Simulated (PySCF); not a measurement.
**CHF₃O₃S, SMILES `O=S(=O)(O)C(F)(F)F`: what the electrons do**

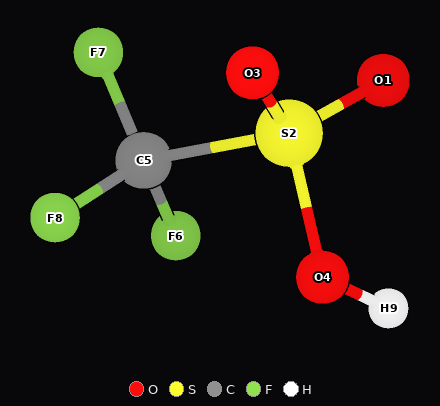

The molecule, with its atoms numbered as below. No frequency check shows the geometry to be a minimum.

Coordinates in Å:

```
O1       1.2762    0.0323   -1.3949
S2       0.8647    0.1488   -0.0414
O3       1.2429    1.2504    0.7553
O4       1.1910   -1.2018    0.7167
C5      -0.9977    0.0108   -0.0045
F6      -1.3276   -1.1487   -0.5666
F7      -1.5647    0.9954   -0.6802
F8      -1.4366    0.0219    1.2422
H9       1.4303   -1.9098    0.1124
```

### 1. Bonding charge

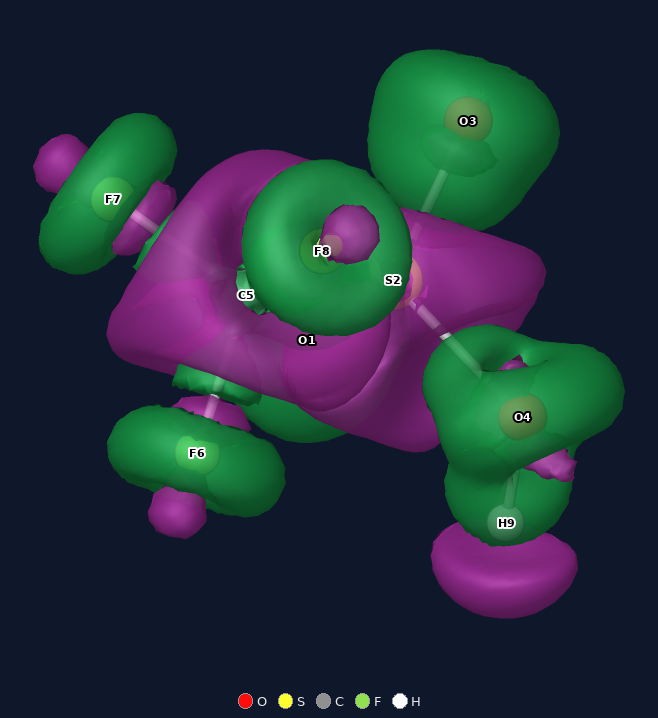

Deformation density (molecule less spherical, spin-averaged free atoms at the same positions), surfaces at ±0.08 e/Å³; green: gain, purple: loss.

PySCF calculation, CAM-B3LYP/def2-SVPD, gas phase; geometry: GFN2-xTB.

Q: How much density has each bond gained at its critical point, relative to the free atoms?

A: O4–H9: +0.79 e/Å³ at the bond critical point (bond length 0.96 Å). S2–C5: +0.47 e/Å³ at the bond critical point (bond length 1.87 Å). C5–F7: +0.19 e/Å³ at the bond critical point (bond length 1.32 Å). C5–F8: +0.19 e/Å³ at the bond critical point (bond length 1.32 Å). S2–O3: +0.17 e/Å³ at the bond critical point (bond length 1.41 Å). C5–F6: +0.17 e/Å³ at the bond critical point (bond length 1.33 Å). O1–S2: +0.16 e/Å³ at the bond critical point (bond length 1.42 Å). S2–O4: −0.01 e/Å³ at the bond critical point (bond length 1.58 Å); up to 0.6 Å beside the axis the gain reaches +0.35 e/Å³. In all, 2.3 electrons gather in the regions of gain relative to the promolecule. A small or negative value marks a very polar bond, one between electron-rich atoms, whose free-atom densities already overlap strongly, a long bond to a heavier atom, or a closed-shell contact such as a hydrogen bond.

Q: Where do the Hirshfeld charges lie?

A: The highest Hirshfeld charge is on S2 (+0.55 e), the lowest on O1 (−0.30 e).

```
atom  charge (e)
  O1       −0.30
  S2       +0.55
  O3       −0.29
  O4       −0.19
  C5       +0.26
  F6       −0.08
  F7       −0.07
  F8       −0.07
  H9       +0.20
```

### 2. Local ionisation energy

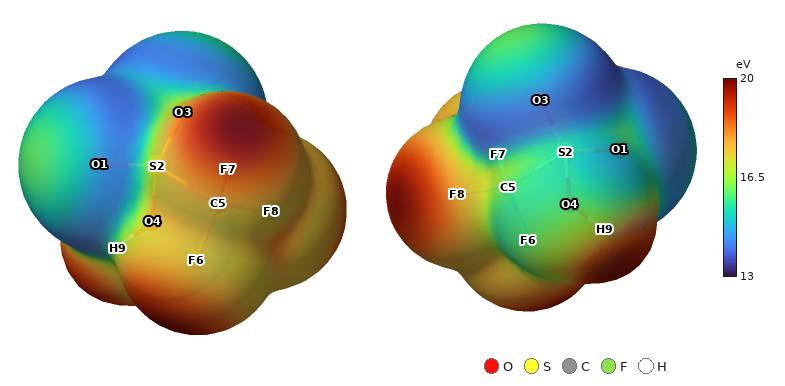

Average local ionisation energy on the surface of electron density 0.001 a.u. (back view left, front view right).

Q: Where are the most loosely bound electrons on this surface?

A: The lowest value is 13.7 eV, 1.9 Å from O1. Further minima include 14.1 eV, 1.8 Å from O3; 14.1 eV, 1.8 Å from O3; 14.2 eV, 1.8 Å from O1. For comparison, the highest occupied orbital lies at −11.6 eV.

### 3. In an electric field

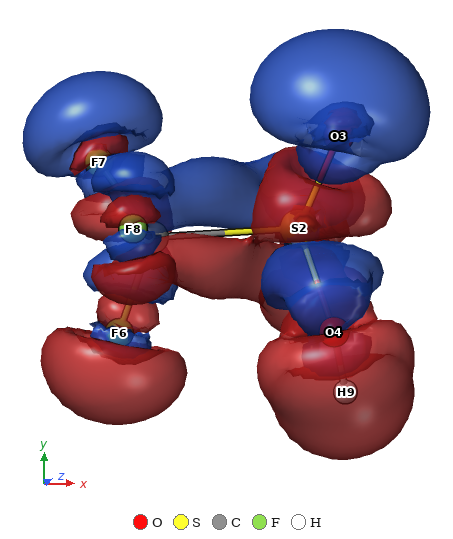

Change of the electron density in a uniform field of 0.41 V/Å, surfaces at ±0.002 e/Å³ (blue: gain, red: loss).

Method: ωB97X/6-311+G**; geometry: GFN2-xTB; program: PySCF. The basis has diffuse s and p functions alone, which still leaves polarisabilities too small, most of all across bonds.

Q: Along which Cartesian direction does the field point?

A: Along −y: electrons gather on the +y side, against the field.

Q: What dipole is induced, and what polarisability does it imply?

A: The induced dipole is 0.87 D (along the field); α along this axis, from the fields in both directions, is 43 bohr³ (6.3 Å³).

Q: Which atoms gain and lose the most charge?

A: Electrons gather most on O3 (Hirshfeld charge changes by −0.025 e) and leave F6 most (+0.015 e); 0.087 electrons are displaced in all.

### 4. Removing or adding an electron

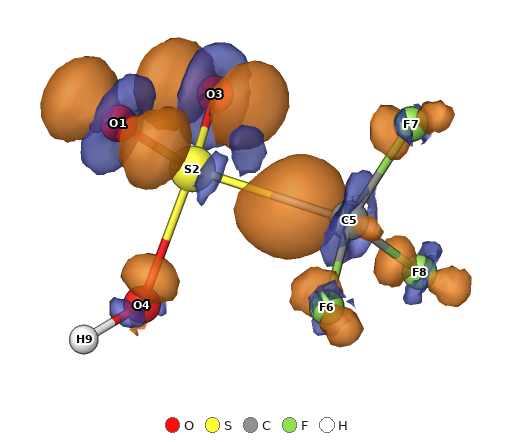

Fukui function f⁻ = ρ(N) − ρ(N−1) at fixed geometry, surfaces at ±0.08 e/Å³ (orange positive, blue negative).

PySCF calculation, HF/6-31+G*, gas phase; geometry: GFN2-xTB.

Q: Which atoms respond most to the removal of an electron?

A: f⁻ (Hirshfeld-condensed) is largest on O3 (0.24) and O1 (0.24); the vertical ionisation energy is 12.82 eV (the stability of the cation's solution wasn't checked). Condensed values hint at sites of electrophilic attack but needn't mark the atom that reacts. Shares this close don't rank the sites. Orbital relaxation makes it negative in places (0.33 e in all).

### 5. Localised orbitals

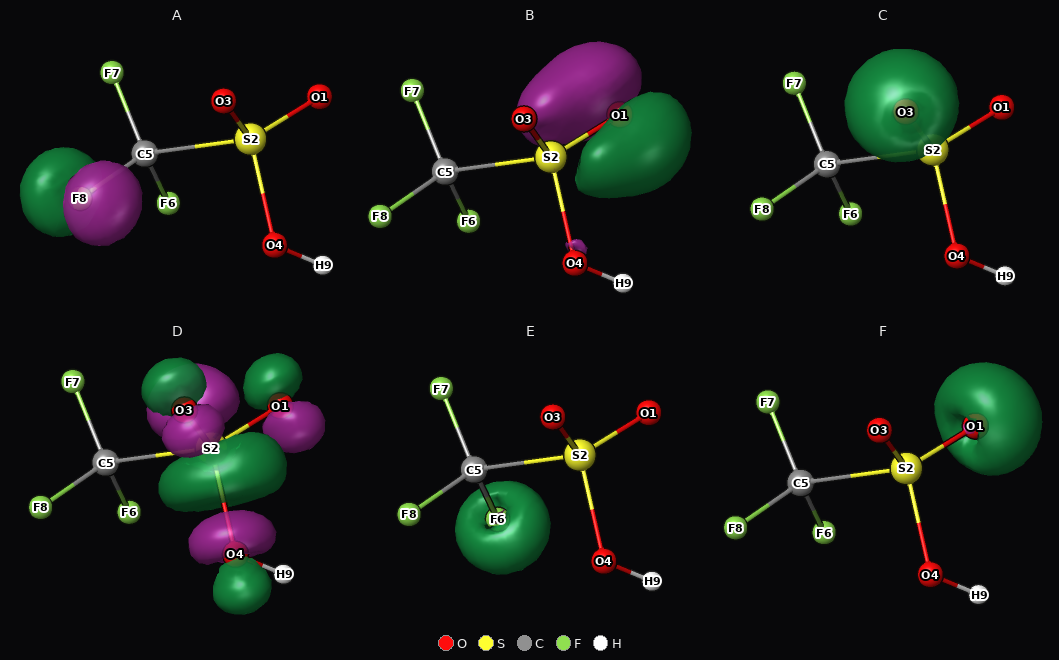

Intrinsic bond orbitals (IBO), occupied and valence-virtual; each surface holds about 80 % of the orbital's density. Energies are diagonal elements of the Fock matrix.

Level of theory: PBE/def2-SVPD (PySCF), at a geometry from GFN2-xTB.

Q: Identify each orbital.

A: By panel:
- A: lone pair on F8 (p-type) (F8 96 %; −12.1 eV)
- B: lone pair on O1, partly donated to S2 (O1 87 %, S2 9 %; −9.8 eV)
- C: lone pair on O3 (sp0.4-type) (O3 99 %; −16.1 eV)
- D: antibonding multicentre orbital mainly over S2, O4, O3 and O1 (S2 53 %, O4 26 %, O3 10 %; 1.6 eV)
- E: lone pair on F6 (sp0.4-type) (F6 100 %; −22.7 eV)
- F: lone pair on O1 (sp0.4-type) (O1 99 %; −16.2 eV)

Q: How do all the valence pairs divide up?

A: 25 pairs: 14 lone pairs, 8 σ bonds and 3 strongly polarised pairs.

The PySCF runs shown took 16 s, 38 s, 15 s and 22 s on 1 thread of Intel(R) Xeon(R) 6975P-C (Granite Rapids), with other jobs on the host.
